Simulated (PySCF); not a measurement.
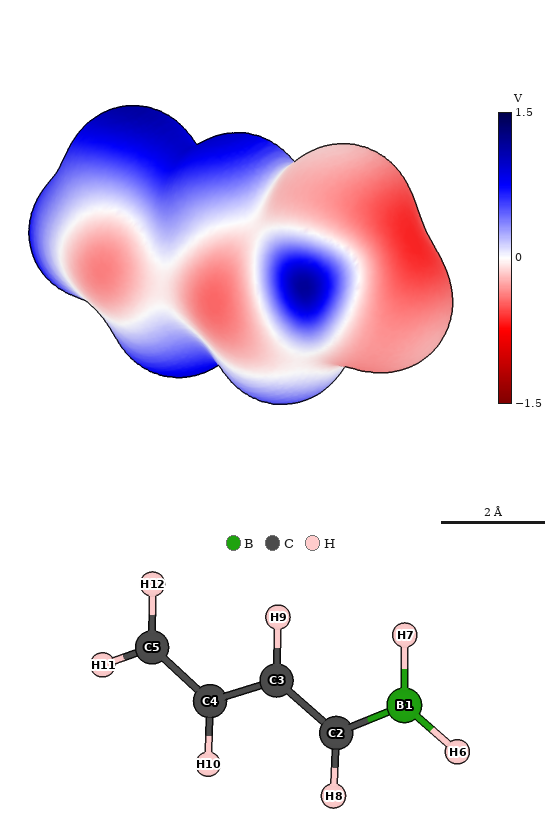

Figure 1: C$_{4}$H$_{7}$B (SMILES B/C=C/C=C). The molecular electrostatic potential painted on the density surface at 0.002 e/bohr³, seen at a tilt; red is negative and blue positive. The bare structure is drawn below in the same view.

Geometry: PBE0-D3(BJ)/ma-def2-SVP.

These are results of DFT single point, gas phase, functional wB97X in PySCF, not measurements.

```
atom    x (Å)    y (Å)    z (Å)
   B   2.5094  -0.0519  -0.3855
   C   1.0271  -0.0582  -0.7814
   C   0.0434   0.0105   0.1544
   C  -1.3787   0.0085  -0.1247
   C  -2.3209   0.0764   0.8308
   H   3.3884  -0.1181  -1.2132
   H   2.8053   0.0207   0.7874
   H   0.7122  -0.1204  -1.8318
   H   0.3311   0.0732   1.2125
   H  -1.6768  -0.0528  -1.1777
   H  -3.3858   0.0729   0.5871
   H  -2.0513   0.1384   1.8898
```

**Describe the electrostatic potential map.**

The most negative region (about −0.6 V) lies over H6, the most positive (about +1.1 V) over B1, H11 and H12.

**What dipole moment does the calculation give?**

Its dipole moment is 2.04 D.
